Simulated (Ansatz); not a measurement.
GaH$_{3}$O···HCl

```xyz
7

Ga   -0.1383   -0.4784   -0.1891
O    -0.4803    0.4448    1.3414
H    -1.2095    0.1218    1.8873
H     1.0467    0.1285   -0.9905
H    -1.0689   -1.7093   -0.4492
Cl    0.8573    3.0048    2.2925
H     0.2572    1.8810    1.9045
```

Level of theory: Ansatz 0.2.0, RKS B3LYP-D4/def2-mTZVP.

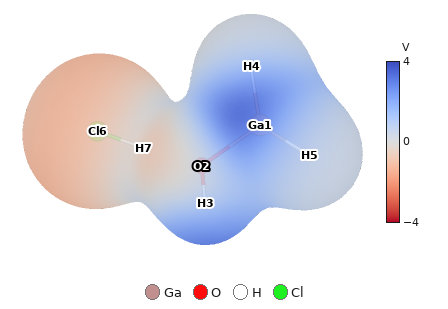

Figure 1. The molecular electrostatic potential painted on the density surface at 0.002 e/bohr³, seen at a tilt; the colour scale runs from red (negative) to blue (positive).

Which sites attract a positive test charge, and which a negative one?

Answer. A positive charge is drawn to the negative regions and a negative charge to the positive ones. The most negative region (about −1.2 V) lies over Cl6, the most positive (about +3.3 V) over Ga1.

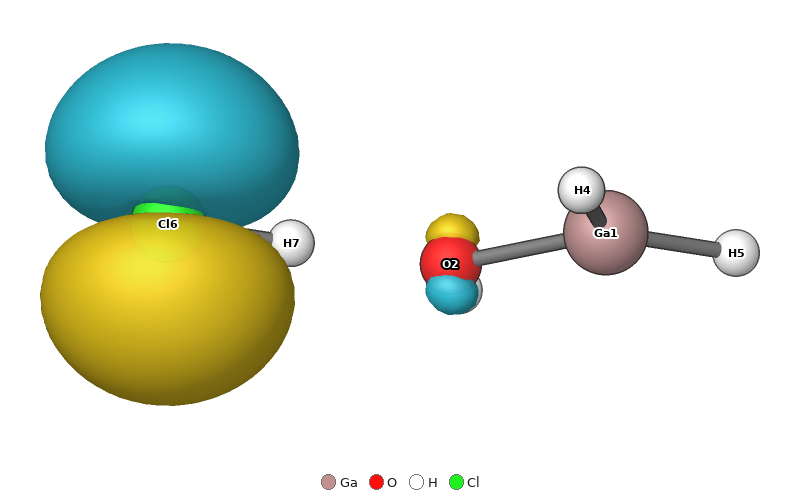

Figure 2. The HOMO at ±0.1 Å⁻³ᐟ² (yellow and cyan are the two phases), seen from one side.

What is the character of this orbital?

Answer. Its weight (Hirshfeld) is mainly on Cl6 (about 95 %); it changes sign across the molecular plane (π type). Its energy is −7.97 eV.

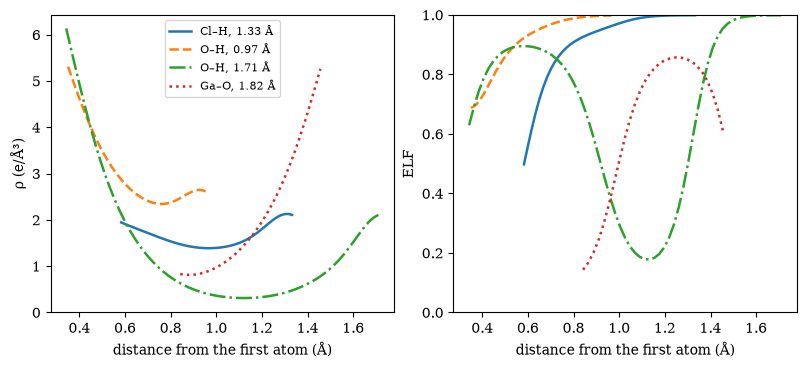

Figure 3. Electron density and ELF along straight lines between neighbouring atoms. The curves leave out the atomic cores.

What can be read from the curves?

Answer. Cl–H (1.33 Å): ρ at the midpoint is about 1.8 e/Å³; the ELF climbs to about 1 towards the hydrogen, as it does in any bond to H (an ordinary covalent bond to hydrogen).
O–H (0.97 Å): ρ is about 3.6 e/Å³ halfway; the ELF climbs to about 1 towards the hydrogen; an ordinary covalent bond to hydrogen.
O2···H7 (1.71 Å): the density falls to about 0.31 e/Å³ on the way; the ELF dips to about 0.20 between them.
Ga–O (1.82 Å): ρ is about 0.82 e/Å³ halfway; the ELF peaks at about 0.85 in the valence shell of O, 0.6 Å from its nucleus, and is about 0.25 at the midpoint.
